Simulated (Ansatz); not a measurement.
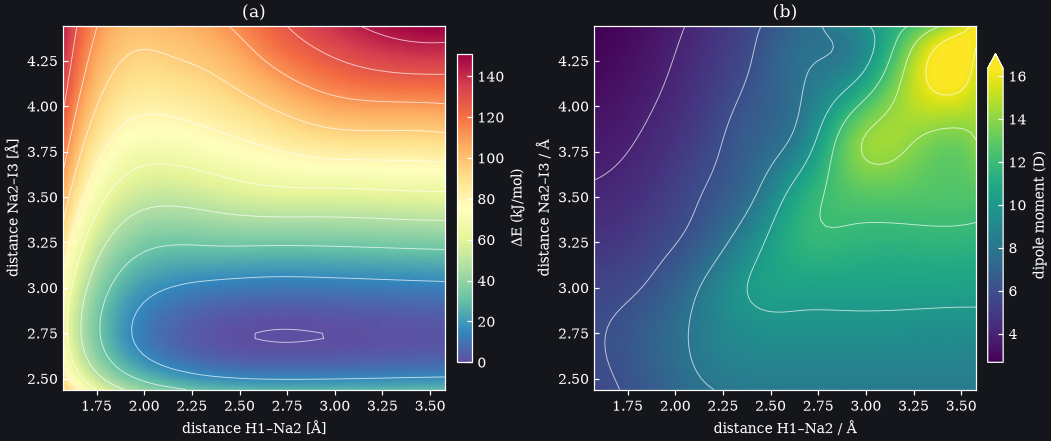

The system H + NaI, spin multiplicity 2. Coordinates scanned: (1) distance H1–Na2; (2) distance Na2–I3. Nothing is relaxed (the angle H1–Na2–I3 is fixed at 180 degrees). Grid: 9 × 9 points. Energies are in kJ/mol, from the lowest grid point. All numbers below come from UKS PBE0-D4/def2-SVPD (Ansatz 0.2.0).

Panel (a) is the energy; panel (b) is the computed dipole moment, in D.

Drawn: a smooth colour map with a few white contour lines. Between grid points the surface is interpolated.

Question: How does the dipole moment vary over the map, and what is it at the lowest grid point?

Answer: Leaving out the highest fifth of the energies, it runs from 3.4 D at distance H1–Na2 = 1.906 Å, distance Na2–I3 = 4.440 Å to 14.0 D at distance H1–Na2 = 3.257 Å, distance Na2–I3 = 3.816 Å. At the lowest grid point, distance H1–Na2 = 2.662 Å, distance Na2–I3 = 2.770 Å, it is 9.6 D.

| distance Na2–I3 ↓, distance H1–Na2 → | 1.576 | 1.710 | 1.906 | 2.135 | 2.388 | 2.662 | 2.952 | 3.257 | 3.576 |
| --- | --- | --- | --- | --- | --- | --- | --- | --- | --- |
| 4.440 | 2.7 | 2.9 | 3.4 | 4.4 | 5.7 | 7.3 | 9.4 | 12.5 | 16.4 |
| 4.121 | 3.1 | 3.3 | 3.9 | 4.8 | 6.2 | 7.9 | 10.3 | 15.2 | 15.3 |
| 3.816 | 3.6 | 3.8 | 4.4 | 5.3 | 6.8 | 8.7 | 13.7 | 14.0 | 14.0 |
| 3.526 | 4.1 | 4.3 | 4.9 | 6.0 | 7.5 | 10.9 | 12.8 | 12.8 | 12.7 |
| 3.252 | 4.8 | 4.9 | 5.6 | 6.7 | 9.2 | 11.5 | 11.6 | 11.6 | 11.5 |
| 2.999 | 5.5 | 5.7 | 6.4 | 8.1 | 10.1 | 10.5 | 10.5 | 10.5 | 10.4 |
| 2.770 | 5.8 | 6.2 | 7.0 | 8.4 | 9.4 | 9.6 | 9.6 | 9.5 | 9.5 |
| 2.574 | 5.8 | 6.2 | 7.0 | 8.2 | 8.7 | 8.8 | 8.8 | 8.8 | 8.7 |
| 2.440 | 5.6 | 6.0 | 6.8 | 7.8 | 8.3 | 8.4 | 8.3 | 8.3 | 8.3 |
